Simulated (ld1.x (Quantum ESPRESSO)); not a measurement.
# Run report: F, pseudopotential generation

System: fluorine (F, Z = 9), core [He], reference valence 2s2 2p5, valence charge 7.
Method: TM potential, PBE, non-relativistic, made with ld1.x (Quantum ESPRESSO) 7.5.

**Results in brief**

- outcome: generated
- cutoffs needed: 180 Ry and 260 Ry (the cutoffs, on a coarse ladder, from which the occupation-weighted sum of valence levels, in a spherical-Bessel basis at the reference potential, stays within 10 and 1 mRy of its value at 400 Ry); ghost states and empty shells don't enter this sum
- ghost test: no ghost state below the valence levels in the s, p, d, f channels (spherical-Bessel basis up to 400 Ry, 20 bohr box)
- largest excitation error: +4127 meV (all-electron minus pseudo) for 2s2 2p1, out of 7 test configurations
- range over which the phases arctan(r u′/u) at the test radius agree within 0.05 rad (a looser test near the poles than one of phase shifts): s: over the whole range computed; p: up to about 2.4 Ry; d: over the whole range computed
- hardware: 1 CPU thread, shared host
- wall time: 1.4 s

**Notes**

An excitation error of 4127 meV in its own tests makes this a poorly transferable potential.

**The input**
```
 &input
   title='F', zed=9., rel=0, dft='PBE', iswitch=3,
   config='[He] 2s2 2p5 3d-2',
   nld=3, rlderiv=1.80, eminld=-4.0, emaxld=5.0, deld=0.02
 /
 &inputp
   pseudotype=2, tm=.true., lloc=-1, rcloc=1.15,
   nlcc=.false.,
   file_pseudopw='F.UPF', file_wfcaegen='ae.wfc', file_wfcncgen='nc.wfc', file_beta='beta', file_chi='chi'
 /
3
2S  1  0   2.00   0.00  0.60  0.60  0.0
2P  2  1   5.00   0.00  1.65  1.65  0.0
3D  3  2  -2.00   0.30  1.50  1.50  0.0
 &test
   configts(1)='2s2 2p5'
 /
```

**Input of the test run**
```
 &input
   title='F', zed=9., rel=0, dft='PBE', iswitch=2,
   config='[He] 2s2 2p5 3d-2'
 /
 &test
   file_pseudo='F.UPF', nconf=8,
   configts(1)='2s2 2p5',
   configts(2)='2s2 2p4',
   configts(3)='2s2 2p3',
   configts(4)='2s2 2p2',
   configts(5)='2s2 2p1',
   configts(6)='2s2 2p5.3',
   configts(7)='2s1 2p5',
   configts(8)='2s2 2p4.5'
 /
```

Launched with:
```bash
ld1.x < F.in > F.out
```

**The program's output**
```
     Program LD1 v.7.5
     --------------------------- All-electron run ----------------------------

     F

     atomic number is  9.00
     dft =PBE   lsd =0 sic =0 latt =0  beta=0.20 tr2=1.0E-14
     Exchange-correlation= PBE
                           (   1   4   3   4   0   0   0)
     mesh =1105 r(mesh) =  99.76081 a.u. xmin = -7.00 dx = 0.01250
     1 Ry =  13.60569312 eV

     n l     nl                  e(Ry)          e(Ha)          e(eV)
     1 0     1S 1( 2.00)       -48.7034       -24.3517      -662.6437
     2 0     2S 1( 2.00)        -2.1917        -1.0959       -29.8198
     2 1     2P 1( 5.00)        -0.8174        -0.4087       -11.1215

     final scf error:  2.5E-15 reached in  35 iterations

     Etot =    -199.302160 Ry,     -99.651080 Ha,   -2711.644031 eV

     Ekin =     198.789712 Ry,      99.394856 Ha,    2704.671814 eV
     Encl =    -476.948693 Ry,    -238.474346 Ha,   -6489.217548 eV
     Eh   =      99.262090 Ry,      49.631045 Ha,    1350.529532 eV
     Exc  =     -20.405269 Ry,     -10.202635 Ha,    -277.627828 eV

     normalization and overlap integrals

     s(1S/1S) =  1.000000  <r> =   0.1765  <r2> =    0.0421  r(max) =   0.1139
     s(2S/2S) =  1.000000  <r> =   1.0049  <r2> =    1.2317  r(max) =   0.7617
     s(2P/2P) =  1.000000  <r> =   1.1050  <r2> =    1.6382  r(max) =   0.7066

     ------------------------ End of All-electron run ------------------------

     --------------------- Generating NC pseudopotential ---------------------

      Generating local potential from pseudized AE potential:
      Matching radius rcloc =   1.1500

      Local pseudo, rcloc= 1.136 Estimated cut-off energy=    19.18 Ry

      Wfc   2S  rcut= 0.593  Using Troullier-Martins method

      Wfc   2P  rcut= 1.653  Using Troullier-Martins method

      Wfc   3D  rcut= 1.496  Using Troullier-Martins method

     ------------------- End of pseudopotential generation -------------------

     --------------------------- All-electron run ----------------------------

     F

     atomic number is  9.00
     dft =PBE   lsd =0 sic =0 latt =0  beta=0.20 tr2=1.0E-14
     Exchange-correlation= PBE
                           (   1   4   3   4   0   0   0)
     mesh =1105 r(mesh) =  99.76081 a.u. xmin = -7.00 dx = 0.01250
     1 Ry =  13.60569312 eV

     n l     nl                  e(Ry)          e(Ha)          e(eV)
     1 0     1S 1( 2.00)       -48.7034       -24.3517      -662.6437
     2 0     2S 1( 2.00)        -2.1917        -1.0959       -29.8198
     2 1     2P 1( 5.00)        -0.8174        -0.4087       -11.1215

     final scf error:  2.5E-15 reached in  35 iterations

     Etot =    -199.302160 Ry,     -99.651080 Ha,   -2711.644031 eV

     Ekin =     198.789712 Ry,      99.394856 Ha,    2704.671814 eV
     Encl =    -476.948693 Ry,    -238.474346 Ha,   -6489.217548 eV
     Eh   =      99.262090 Ry,      49.631045 Ha,    1350.529532 eV
     Exc  =     -20.405269 Ry,     -10.202635 Ha,    -277.627828 eV

     normalization and overlap integrals

     s(1S/1S) =  1.000000  <r> =   0.1765  <r2> =    0.0421  r(max) =   0.1139
     s(2S/2S) =  1.000000  <r> =   1.0049  <r2> =    1.2317  r(max) =   0.7617
     s(2P/2P) =  1.000000  <r> =   1.1050  <r2> =    1.6382  r(max) =   0.7066

     ------------------------ End of All-electron run ------------------------

     Computing logarithmic derivative in   1.79328
     Computing logarithmic derivative in   1.79328
     Computing the partial wave expansion
     R is outside the sphere for l=    0 j= 0.00
     R is outside the sphere for l=    1 j= 0.00
     R is outside the sphere for l=    2 j= 0.00

     ---------------------- Testing the pseudopotential ----------------------

     F

     atomic number is  9.00   valence charge is  7.00
     dft =PBE   lsd =0 sic =0 latt =0  beta=0.20 tr2=1.0E-14
     mesh =1105 r(mesh) =  99.76081 xmin = -7.00 dx = 0.01250

     n l     nl             e AE (Ry)        e PS (Ry)    De AE-PS (Ry)
     1 0     2S   1( 2.00)       -2.19171       -2.19171       -0.00000
     2 1     2P   1( 5.00)       -0.81742       -0.81742       -0.00000

     eps = 2.5E-15  iter =  6

     Etot =    -199.302160 Ry,     -99.651080 Ha,   -2711.644031 eV
     Etotps =   -47.105791 Ry,     -23.552896 Ha,    -640.906937 eV

     Ekin =      30.676783 Ry,      15.338391 Ha,     417.378893 eV
     Encl =    -102.493459 Ry,     -51.246730 Ha,   -1394.494554 eV
     Ehrt =      41.240222 Ry,      20.620111 Ha,     561.101798 eV
     Ecxc =      -8.835186 Ry,      -4.417593 Ha,    -120.208835 eV
     Epseu=      -7.694150 Ry,      -3.847075 Ha,    -104.684240 eV

     ---------------------- End of pseudopotential test ----------------------
```

**Output of the test run (extracts)**
```
     ---------------------- Testing the pseudopotential ----------------------

     F

     atomic number is  9.00   valence charge is  7.00
     dft =PBE   lsd =0 sic =0 latt =0  beta=0.20 tr2=1.0E-14
     mesh =1105 r(mesh) =  99.76081 xmin = -7.00 dx = 0.01250

     n l     nl             e AE (Ry)        e PS (Ry)    De AE-PS (Ry)
     1 0     2S   1( 2.00)       -2.19171       -2.19171       -0.00000
     2 1     2P   1( 5.00)       -0.81742       -0.81742       -0.00000

     eps = 4.0E-16  iter =  4

     Etot =    -199.302160 Ry,     -99.651080 Ha,   -2711.644031 eV
     Etotps =   -47.105791 Ry,     -23.552895 Ha,    -640.906934 eV

     Ekin =      30.676783 Ry,      15.338392 Ha,     417.378897 eV
     Encl =    -102.493459 Ry,     -51.246730 Ha,   -1394.494554 eV
     Ehrt =      41.240222 Ry,      20.620111 Ha,     561.101799 eV
     Ecxc =      -8.835186 Ry,      -4.417593 Ha,    -120.208835 eV
     Epseu=      -7.694150 Ry,      -3.847075 Ha,    -104.684240 eV

     ---------------------- End of pseudopotential test ----------------------

     ---------------------- Testing the pseudopotential ----------------------

     F

     atomic number is  9.00   valence charge is  7.00
     dft =PBE   lsd =0 sic =0 latt =0  beta=0.20 tr2=1.0E-14
     mesh =1105 r(mesh) =  99.76081 xmin = -7.00 dx = 0.01250

     n l     nl             e AE (Ry)        e PS (Ry)    De AE-PS (Ry)
     1 0     2S   1( 2.00)       -3.47653       -3.48129        0.00475
     2 1     2P   1( 4.00)       -2.08137       -2.07317       -0.00820  !

     eps = 8.8E-15  iter =  9

     Etot =    -197.876168 Ry,     -98.938084 Ha,   -2692.242422 eV
     Etotps =   -45.682454 Ry,     -22.841227 Ha,    -621.541456 eV
     dEtot_ae =       1.425992 Ry
     dEtot_ps =       1.423336 Ry,   Delta E=       0.002656 Ry

     Ekin =      28.540006 Ry,      14.270003 Ha,     388.306565 eV
     Encl =     -92.275883 Ry,     -46.137942 Ha,   -1255.477349 eV
     Ehrt =      32.716088 Ry,      16.358044 Ha,     445.125054 eV
     Ecxc =      -7.793292 Ry,      -3.896646 Ha,    -106.033134 eV
     Epseu=      -6.869374 Ry,      -3.434687 Ha,     -93.462591 eV

     ---------------------- End of pseudopotential test ----------------------

     ---------------------- Testing the pseudopotential ----------------------

     F

     atomic number is  9.00   valence charge is  7.00
     dft =PBE   lsd =0 sic =0 latt =0  beta=0.20 tr2=1.0E-14
     mesh =1105 r(mesh) =  99.76081 xmin = -7.00 dx = 0.01250

     n l     nl             e AE (Ry)        e PS (Ry)    De AE-PS (Ry)
     1 0     2S   1( 2.00)       -4.99000       -4.98838       -0.00162
     2 1     2P   1( 3.00)       -3.60211       -3.55836       -0.04374  !

     eps = 1.9E-15  iter = 12

     Etot =    -195.054202 Ry,     -97.527101 Ha,   -2653.847612 eV
     Etotps =   -42.883313 Ry,     -21.441656 Ha,    -583.457192 eV
     dEtot_ae =       4.247958 Ry
     dEtot_ps =       4.222478 Ry,   Delta E=       0.025480 Ry

     Ekin =      24.989345 Ry,      12.494672 Ha,     339.997355 eV
     Encl =     -79.989278 Ry,     -39.994639 Ha,   -1088.309576 eV
     Ehrt =      24.141446 Ry,      12.070723 Ha,     328.461103 eV
     Ecxc =      -6.534679 Ry,      -3.267339 Ha,     -88.908837 eV
     Epseu=      -5.490146 Ry,      -2.745073 Ha,     -74.697238 eV

     ---------------------- End of pseudopotential test ----------------------

     ---------------------- Testing the pseudopotential ----------------------

     F

     atomic number is  9.00   valence charge is  7.00
     dft =PBE   lsd =0 sic =0 latt =0  beta=0.20 tr2=1.0E-14
     mesh =1105 r(mesh) =  99.76081 xmin = -7.00 dx = 0.01250

     n l     nl             e AE (Ry)        e PS (Ry)    De AE-PS (Ry)
     1 0     2S   1( 2.00)       -6.69508       -6.66210       -0.03299  !
     2 1     2P   1( 2.00)       -5.34772       -5.22023       -0.12749  !

     eps = 4.8E-15  iter = 16

     Etot =    -190.597057 Ry,     -95.298528 Ha,   -2593.205067 eV
     Etotps =   -38.506891 Ry,     -19.253445 Ha,    -523.912939 eV
     dEtot_ae =       8.705103 Ry
     dEtot_ps =       8.598900 Ry,   Delta E=       0.106203 Ry

     Ekin =      20.067193 Ry,      10.033597 Ha,     273.028076 eV
     Encl =     -66.100641 Ry,     -33.050321 Ha,    -899.345043 eV
     Ehrt =      16.236811 Ry,       8.118405 Ha,     220.913064 eV
     Ecxc =      -5.143047 Ry,      -2.571523 Ha,     -69.974714 eV
     Epseu=      -3.567207 Ry,      -1.783603 Ha,     -48.534321 eV

     ---------------------- End of pseudopotential test ----------------------

     ---------------------- Testing the pseudopotential ----------------------

     F

     atomic number is  9.00   valence charge is  7.00
     dft =PBE   lsd =0 sic =0 latt =0  beta=0.20 tr2=1.0E-14
     mesh =1105 r(mesh) =  99.76081 xmin = -7.00 dx = 0.01250

     n l     nl             e AE (Ry)        e PS (Ry)    De AE-PS (Ry)
     1 0     2S   1( 2.00)       -8.56755       -8.46407       -0.10348  !
     2 1     2P   1( 1.00)       -7.29651       -7.01666       -0.27986  !

     eps = 5.0E-15  iter = 19

     Etot =    -184.290989 Ry,     -92.145495 Ha,   -2507.406643 eV
     Etotps =   -32.397934 Ry,     -16.198967 Ha,    -440.796345 eV
     dEtot_ae =      15.011171 Ry
     dEtot_ps =      14.707857 Ry,   Delta E=       0.303314 Ry

     Ekin =      13.852208 Ry,       6.926104 Ha,     188.468897 eV
     Encl =     -50.940860 Ry,     -25.470430 Ha,    -693.085709 eV
     Ehrt =       9.518556 Ry,       4.759278 Ha,     129.506552 eV
     Ecxc =      -3.692841 Ry,      -1.846420 Ha,     -50.243657 eV
     Epseu=      -1.134998 Ry,      -0.567499 Ha,     -15.442428 eV

     ---------------------- End of pseudopotential test ----------------------

     ---------------------- Testing the pseudopotential ----------------------

     F

     atomic number is  9.00   valence charge is  7.00
     dft =PBE   lsd =0 sic =0 latt =0  beta=0.20 tr2=1.0E-14
     mesh =1105 r(mesh) =  99.76081 xmin = -7.00 dx = 0.01250

     n l     nl             e AE (Ry)        e PS (Ry)    De AE-PS (Ry)
     1 0     2S   1( 2.00)       -1.86143       -1.85973       -0.00171
     2 1     2P   1( 5.30)       -0.49741       -0.49744        0.00003

     eps = 9.3E-15  iter = 15

     Etot =    -199.498611 Ry,     -99.749305 Ha,   -2714.316878 eV
     Etotps =   -47.302260 Ry,     -23.651130 Ha,    -643.580031 eV
     dEtot_ae =      -0.196451 Ry
     dEtot_ps =      -0.196469 Ry,   Delta E=       0.000018 Ry

     Ekin =      31.042584 Ry,      15.521292 Ha,     422.355872 eV
     Encl =    -105.048722 Ry,     -52.524361 Ha,   -1429.260671 eV
     Ehrt =      43.628592 Ry,      21.814296 Ha,     593.597239 eV
     Ecxc =      -9.089115 Ry,      -4.544557 Ha,    -123.663708 eV
     Epseu=      -7.835600 Ry,      -3.917800 Ha,    -106.608763 eV

     ---------------------- End of pseudopotential test ----------------------

     ---------------------- Testing the pseudopotential ----------------------

     F

     atomic number is  9.00   valence charge is  7.00
     dft =PBE   lsd =0 sic =0 latt =0  beta=0.20 tr2=1.0E-14
     mesh =1105 r(mesh) =  99.76081 xmin = -7.00 dx = 0.01250

     n l     nl             e AE (Ry)        e PS (Ry)    De AE-PS (Ry)
     1 0     2S   1( 1.00)       -3.48851       -3.50903        0.02051  !
     2 1     2P   1( 5.00)       -2.08991       -2.10024        0.01034  !

     eps = 5.2E-17  iter = 11

     Etot =    -196.479257 Ry,     -98.239628 Ha,   -2673.236473 eV
     Etotps =   -44.274083 Ry,     -22.137042 Ha,    -602.379593 eV
     dEtot_ae =       2.822903 Ry
     dEtot_ps =       2.831707 Ry,   Delta E=      -0.008804 Ry

     Ekin =      32.385639 Ry,      16.192819 Ha,     440.629065 eV
     Encl =     -91.952472 Ry,     -45.976236 Ha,   -1251.077115 eV
     Ehrt =      32.541158 Ry,      16.270579 Ha,     442.745014 eV
     Ecxc =      -7.763898 Ry,      -3.881949 Ha,    -105.633217 eV
     Epseu=      -9.484511 Ry,      -4.742255 Ha,    -129.043340 eV

     ---------------------- End of pseudopotential test ----------------------

     ---------------------- Testing the pseudopotential ----------------------

     F

     atomic number is  9.00   valence charge is  7.00
     dft =PBE   lsd =0 sic =0 latt =0  beta=0.20 tr2=1.0E-14
     mesh =1105 r(mesh) =  99.76081 xmin = -7.00 dx = 0.01250

     n l     nl             e AE (Ry)        e PS (Ry)    De AE-PS (Ry)
     1 0     2S   1( 2.00)       -2.80207       -2.80502        0.00295
     2 1     2P   1( 4.50)       -1.41432       -1.41238       -0.00194

     eps = 4.8E-15  iter =  9

     Etot =    -198.747331 Ry,     -99.373666 Ha,   -2704.095195 eV
     Etotps =   -46.551314 Ry,     -23.275657 Ha,    -633.362893 eV
     dEtot_ae =       0.554829 Ry
     dEtot_ps =       0.554477 Ry,   Delta E=       0.000352 Ry

     Ekin =      29.785734 Ry,      14.892867 Ha,     405.255559 eV
     Encl =     -97.681350 Ry,     -48.840675 Ha,   -1329.022471 eV
     Ehrt =      37.042318 Ry,      18.521159 Ha,     503.986406 eV
     Ecxc =      -8.347437 Ry,      -4.173718 Ha,    -113.572665 eV
     Epseu=      -7.350579 Ry,      -3.675290 Ha,    -100.009723 eV

     ---------------------- End of pseudopotential test ----------------------
```

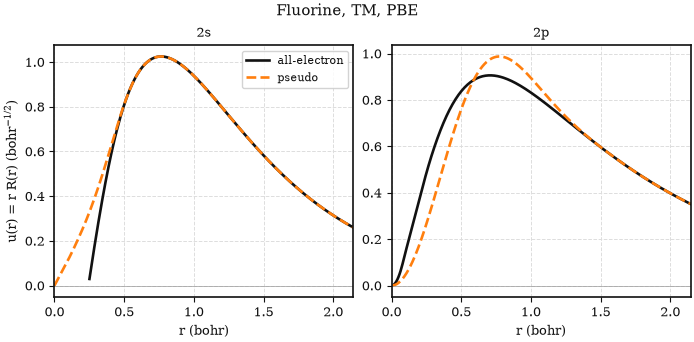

*All-electron valence functions (solid) with their pseudo partners (dashed). The innermost oscillations of some all-electron curves aren't drawn. Reference configuration 2s2 2p5.*

- Matching radii: 2s at 0.60 bohr; 2p at 1.65 bohr. The curves merge smoothly, so the plot gives these only roughly.
- Nodes of the pseudo-waves: 2s has no node; 2p has no node.
- Cutoffs needed: 180 Ry (loose) and 260 Ry (tight), as the cutoffs, on a coarse ladder, from which the occupation-weighted sum of valence levels, in a spherical-Bessel basis at the reference potential, stays within 10 and 1 mRy of its value at 400 Ry.

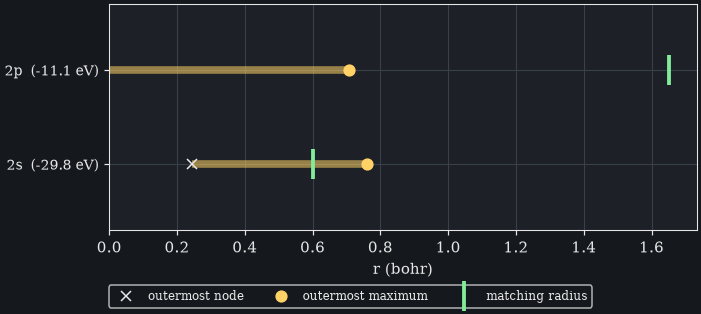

*Outer shells of the all-electron reference atom: each bar runs from the outermost node (or the nucleus) to the outermost maximum of u(r); the tick is the radius chosen for the pseudo-wave. Shells without a tick have no pseudo-wave of their own. Levels, nodes and maxima are from ld1.x, non-relativistic.*

- Radii against the shells: 2s: 0.60 bohr, between node and maximum; 2p: 1.65 bohr, outside the maximum.

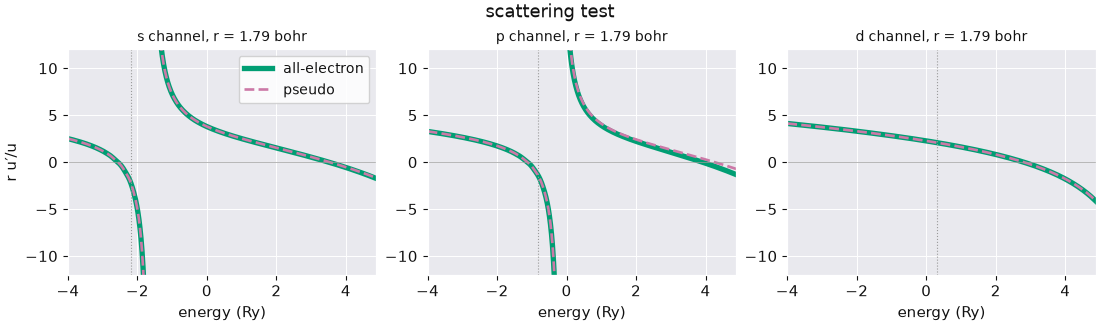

*Logarithmic derivatives r u′/u at the test radius against energy, all-electron atom (solid) and pseudo-atom (dashed). Here u = r R(r). The dotted line marks the reference energy of the channel.*

- Ghost states: the plot shows none: pseudo and all-electron curves have the same branches in all channels drawn. The separate test gives: no ghost state below the valence levels in the s, p, d, f channels.
- Zeros of the logarithmic derivative: s: all-electron -2.6 and 3.5 Ry, pseudo -2.6 and 3.5 Ry; p: all-electron -1.1 and 3.9 Ry, pseudo -1.1 and 4.3 Ry; d: all-electron 2.8 Ry, pseudo 2.8 Ry.
- Poles, where the radial function vanishes at the test radius: s: all-electron at -1.6 Ry, pseudo at -1.6 Ry; p: all-electron at -0.2 Ry, pseudo at -0.2 Ry; d: all-electron at no energy in the range, pseudo at no energy in the range.
